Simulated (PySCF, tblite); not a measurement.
# C4H5NO2S+ (doublet): geometry, infrared bands and EPR parameters

Wanted: the infrared bands and EPR parameters of C4H5NO2S+ (doublet) (`NC(=[O+])[C@@H]1SCC1=O`), by calculation.

The runs use tblite 0.8.0 and PySCF 2.14.0, with density-fitted response routines of our own; the level of theory stands in each step. All values are computed, except where a source is named. Atoms are numbered from 0 throughout.

### 1 The molecule as given

13 atoms, charge 1, multiplicity 2; geometry from: force field or distance geometry start.

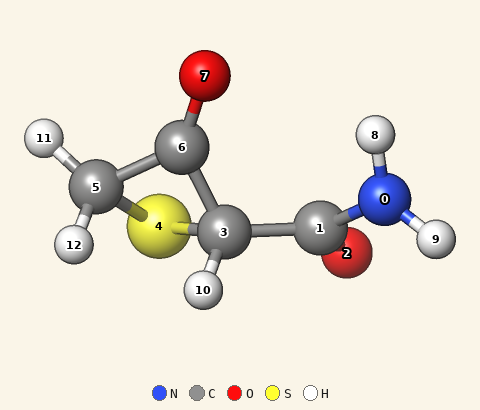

The starting geometry (nitrogen blue, carbon grey, oxygen red, sulfur yellow, hydrogen white), atoms numbered.

### 2 Relaxing the molecule with GFN2-xTB

What the job is given:

```
{"job": {"kind": "relax", "xc": "GFN2-xTB", "basis": "xTB"}, "charge": 1, "multiplicity": 2}
N      2.331400     0.160900    -0.263600
C      1.196200    -0.670400    -0.607600
O      1.349500    -1.638600    -1.427700
C     -0.144700    -0.457200    -0.008800
S     -1.452400    -1.152900    -1.079200
C     -2.095400     0.195100    -0.027500
C     -0.769200     0.860500    -0.260100
O     -0.392400     2.005000    -0.531200
H      2.222300     1.201200    -0.444100
H      3.199200    -0.228200     0.146400
H     -0.255200    -0.828000     1.049300
H     -2.966300     0.731300    -0.445000
H     -2.227400    -0.178200     1.020300
```

Run with:

```console
OMP_NUM_THREADS=1 python probes_run.py task.json out
```

This one command runs all jobs of the session in turn.

**Question.** This job is followed by: GFN2-xTB harmonic vibrations, gas phase; UKS B3LYP, pcH-1 on C H N O S, non-relativistic, mean-field spin-orbit, GIAO. Predict these results of the whole session: strongest single infrared mode (GFN2-xTB); zero-point energy (GFN2-xTB); g(iso) (B3LYP); ⟨S²⟩; largest a(iso).

As calculated:

| quantity | value |
| --- | --- |
| strongest single infrared mode (GFN2-xTB) | 1862 cm⁻¹, 531 km/mol |
| zero-point energy (GFN2-xTB) | 54.4 kcal/mol |
| g(iso) (B3LYP) | 2.01429 |
| ⟨S²⟩ | 0.755 (exact 0.75) |
| largest a(iso) | 1H on H12, 59.7 MHz |

In words: Relaxing lowered the energy by 2.230 eV in 71 steps; the close pair that moved most is N0–C1, from 1.448 to 1.319 Å. No mode is imaginary among the 33: a minimum at this level. The strongest single mode, at 1862 cm⁻¹, moves mainly C6 and O7. Unscaled tight-binding wavenumbers are off by several per cent, some by more. Its intensities can rank the bands wrongly. S4 carries the largest spin population, 0.63 e. The isotropic g lies 12.0 ppt above the free-electron value. These values are for one conformer; the search (at its own cheap level) found 2 more, at 0.06, 0.06 kcal/mol, and measured spectra average over such forms.
